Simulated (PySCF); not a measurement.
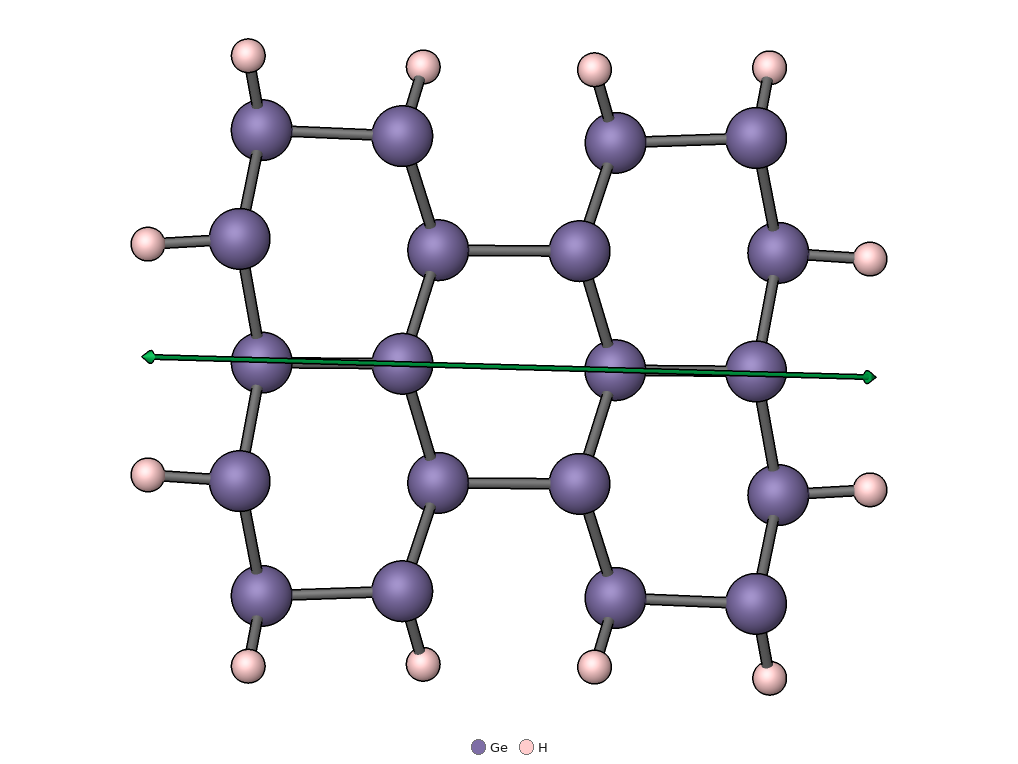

The double arrow shows the direction of the transition dipole to excited singlet state 1 (its length means nothing). Geometry: a distorted geometry made from a computed GFN2-xTB structure, not a minimum. Properties computed with TDDFT PBE/def2-SVP, vertical, gas phase, core orbitals frozen in the response (PySCF 2.14.0).

> Give its energy, strength and character.

0.94 eV (1313 nm), oscillator strength 0.12, mainly HOMO → LUMO (weight 0.94); transition dipole 5.73 D.
